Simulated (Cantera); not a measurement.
Feed: 1 mol CaCO3, 0.012 mol H2O, equilibrated at 1.00 bar.

Method: chemical equilibrium by Gibbs-energy minimisation in Cantera with the NASA 1993 tables (ideal gas, pure condensed phases). Candidate condensed phases: C, C6H6, C7H8, C8H18, Ca, CaCO3, CaO, Ca(OH)2, H2O; 115 gas species. Mutual solubility and eutectic melting of coexisting phases are not modelled. Rates play no part.

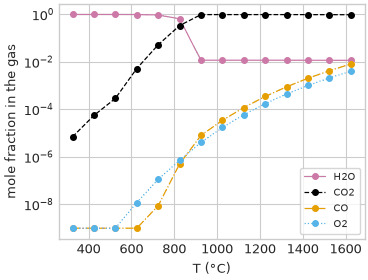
Equilibrium gas composition (values under 1e-9 drawn at 1e-9)

From 325 °C to 625 °C the condensed part is CaCO3(calcite). From 725 °C to 825 °C the condensed part is CaCO3(calcite) + CaO(s). From 925 °C to 1625 °C the condensed part is CaO(s).
